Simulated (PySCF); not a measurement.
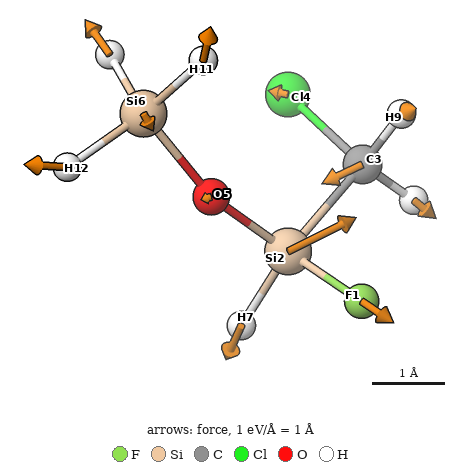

Starting geometry of CH6ClFOSi2 with the computed forces as orange arrows. The picture is a ball-and-stick view, seen from a free direction.

The start comes from GFN2-xTB.

Theory: PySCF 2.14.0, density-fitted response routines, PBE0-D3(BJ)/def2-SVP geometry optimisation, gas phase. 

What follows when this structure is relaxed?

Answer. It isn't relaxed: the largest force vector, on a Si atom, is 1.15 eV/Å. The final displacements have little in common with the starting forces (cosine between the two patterns −0.01). After 20 geometry steps the energy has fallen by 4.74 kcal/mol. The largest move after the best rigid fit is that of an H atom, 0.94 Å. Largest moves by element: H 0.94 Å, Cl 0.48 Å, F 0.36 Å, O 0.26 Å, C 0.23 Å, Si 0.17 Å. Among the contacts that change: O–Si 1.596 → 1.633 Å, H–Si 1.445 → 1.480 Å, O–Si 1.636 → 1.666 Å, H–Si 1.460 → 1.490 Å. Bond angles that change, for instance: Si–O–Si 162.7° → 146.3°, O–Si–H 103.6° → 107.5°, H–Si–H 113.3° → 109.4°. Groups turn about O–Si by about 35°. The run took 2.7 min on 1 thread of Intel(R) Xeon(R) Platinum 8259CL CPU @ 2.50GHz, with other jobs on the host.
